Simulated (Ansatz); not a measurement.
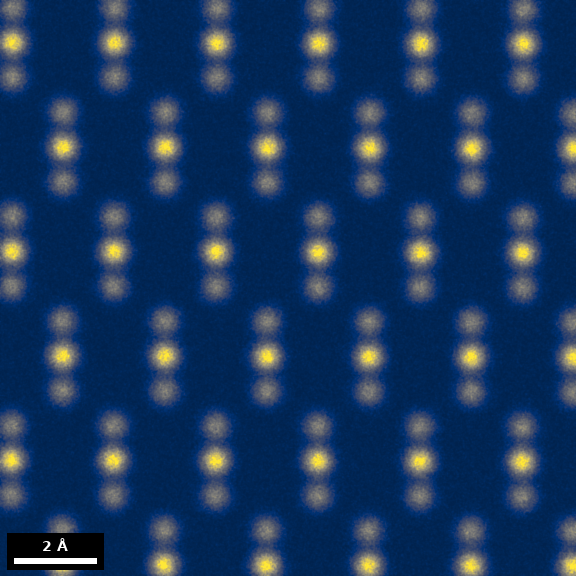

HAADF-like image of Ti (P6_3/mmc, No. 194) along [201]. Simulation: incoherent imaging, intensity Z^1.7 per atom, probe width 0.50 Å, thin sample. Shot noise was added. Structure used: coordinates from a relaxation with DFT, m-r2SCAN, plane waves (500 eV) with PAW, scalar-relativistic in Ansatz; the starting structure was generated, so it need not be a known form of this composition.

Q: Describe what the image shows.

A: The columns repeat on a centred rectangular net of 2.48 × 5.08 Å (plane group c2mm). The brightest columns hold 2 Ti per repeat; in falling brightness follow 1 Ti (about 50 %). Brightness is counted from the darkest point of the image. The closest visible columns (Ti and Ti) are 0.85 Å apart in projection. Along the beam the structure repeats every 11.04 Å.
